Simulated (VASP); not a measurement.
Here is the system:

```xyz
2
Lattice="0.0000 3.1846 3.1846 3.1846 0.0000 3.1846 3.1846 3.1846 0.0000" Properties=species:S:1:pos:R:3 pbc="T T T"
Sn     0.0000     0.0000     0.0000
Te     3.1846     3.1846     3.1846
```

Level of theory: r2SCAN meta-GGA, VASP's PBE PAW potentials (set 64) (plane waves; VASP). Settings: 520 eV cut-off, 8×8×8 Γ-centred mesh, tetrahedra with Blöchl corrections, potentials Sn_d Te.

Unless said otherwise, spin-orbit coupling is left out, though it shifts the bands of the heavy elements here.

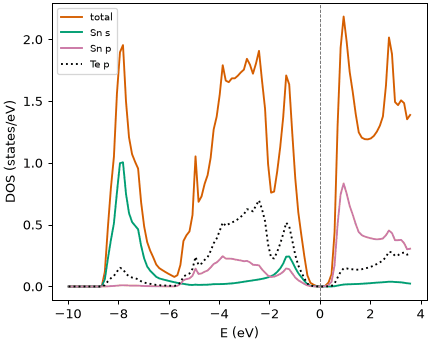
Figure. Total and projected density of states, zero at the valence-band maximum

Within 2 eV below the valence-band maximum the largest weight inside VASP's projection spheres is Te p, then Sn s.

The gap is direct, 0.13 eV, from the valence maximum at L to the conduction minimum at L.

The compound is SnTe in the rock salt structure, which distorts at low temperature. It was relaxed first.
